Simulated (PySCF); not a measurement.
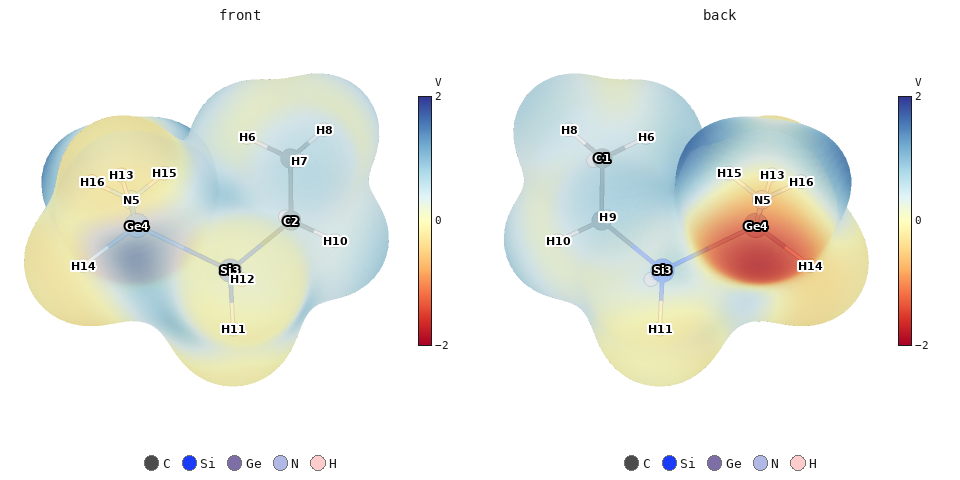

*C2H11GeNSi. The molecular electrostatic potential painted on the density surface at 0.002 e/bohr³, seen from the front and from behind; the colour scale runs from red (negative) to blue (positive).*

Geometry: GFN2-xTB.

Theory: PySCF, wB97X-D/def2-SVPD, SCF density, gas phase.

```xyz
16

C    -1.9153    0.6042    0.0014
C    -1.3945   -0.3355    1.0826
Si   -0.0040   -1.4703    0.4373
Ge    1.7399   -0.1710   -0.4318
N     2.1454    1.1501    0.7631
H    -1.1037    1.2089   -0.4056
H    -2.3567    0.0390   -0.8169
H    -2.6744    1.2784    0.3961
H    -1.0219    0.2552    1.9224
H    -2.2202   -0.9349    1.4678
H     0.4598   -2.3258    1.5349
H    -0.5567   -2.3422   -0.6079
H     1.5120    0.4192   -1.8306
H     3.0795   -0.8538   -0.5941
H     1.3810    1.7340    1.0716
H     2.9223    1.7535    0.5332
```

Which sites attract a positive test charge, and which a negative one?

A positive charge is drawn to the negative regions and a negative charge to the positive ones. The most negative region (about −1.6 V) lies over N5, the most positive (about +1.5 V) over H15 and H16. N5 is the likeliest acceptor of a hydrogen bond.
